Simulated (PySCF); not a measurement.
# TcO3: relaxation and vibrations of the doublet

The task is one start of a wider search on TcO3: the doublet, from a B3LYP minimum start. It is relaxed, tested by its Hessian and followed downhill if it is a saddle.

Program: PySCF 2.14.0. Level of theory: B3LYP, basis Tc def2-TZVP with ECP28, O def2-TZVP, scalar-relativistic core potentials, no spin–orbit coupling, density fitting. These are calculated values, not measurements.

### 1 The system as given

4 atoms, charge 0, spin multiplicity 2.

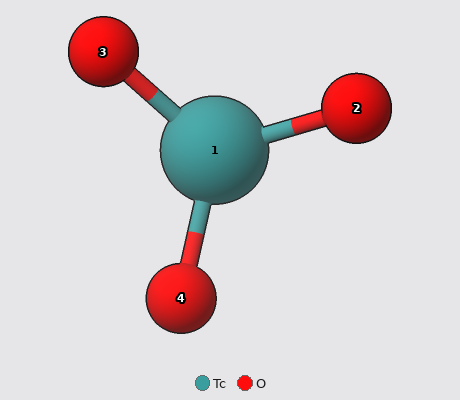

Start geometry, drawn with technetium teal, oxygen red; atoms are numbered from 1 in the order of the file.

```xyz
4
charge 0 multiplicity 2
Tc    0.0000    0.0000   -0.1144
O     1.6446    0.0000    0.2378
O    -0.8223    1.4243    0.2378
O    -0.8223   -1.4243    0.2378
```

### 2 Finding the electronic state

The steps below are one call of a driver around PySCF. For each, scf.py gives the equivalent set-up of the SCF; relaxations use the driver's own optimiser. After this first run the driver tries any further starts and a stability analysis.

The input, scf.py:

```python
from pyscf import gto, scf, dft
mol = gto.M(atom='''
Tc    -0.000000     0.000000    -0.114380
O      1.644610     0.000010     0.237830
O     -0.822320     1.424270     0.237830
O     -0.822300    -1.424280     0.237830''',
    basis={'Tc': 'def2-TZVP', 'O': 'def2-TZVP'},
    ecp={'Tc': 'def2-TZVP'},
    charge=0, spin=1)
mf = dft.UKS(mol, xc='B3LYP')
mf.grids.atom_grid = (50, 194)
aux = {'Tc': 'def2-universal-JKFIT', 'O': 'def2-universal-JKFIT'}
mf = mf.density_fit(auxbasis=aux)
mf.conv_tol = 1e-08
mf.diis_space = 10
mf.max_cycle = 60
mf.init_guess = 'minao'
mf.verbose = 4
mf.kernel()
```

On the command line:

```bash
OMP_NUM_THREADS=4 python axn.py task.json out
```

The runs that follow: Relaxation: B3LYP minimum start, doublet; Frequencies.

Q: Predict the outcome of this session. Wanted: minimum; geometry; wavenumbers; dipole moment; highest occupied, lowest empty level; polar-tensor charge of Tc1; zero-point energy; atomisation energy; ⟨S²⟩.

The runs gave:

| quantity | value |
| --- | --- |
| minimum | doublet, C3v |
| geometry | Tc–O 1.684 Å (×3); O–Tc–O 115.8° (×3) |
| wavenumbers (cm⁻¹) | 186 (a1), 331 (e), 1002 (e), 1010 (a1) |
| dipole moment | 1.86 D |
| highest occupied, lowest empty level (either spin) | -8.37, -5.32 eV |
| polar-tensor charge of Tc1 | +1.80 e |
| zero-point energy | 23.1 kJ/mol |
| entropy at 298.15 K | 292.8 J/(mol K) |
| atomisation energy (no zero-point energy) | 1619 kJ/mol |
| ⟨S²⟩ | 0.754 |

What this shows: The B3LYP minimum start keeps its C3v symmetry and ends in a minimum. The strongest infrared band lies at 1002 cm⁻¹ (e, stretch). Most of the spin sits on Tc1 (Mulliken spin 0.93, against 1 for the whole molecule). Only this shape and spin were tried, so other structures or states may lie lower. One determinant may miss the lowest occupation of an open d or f shell.
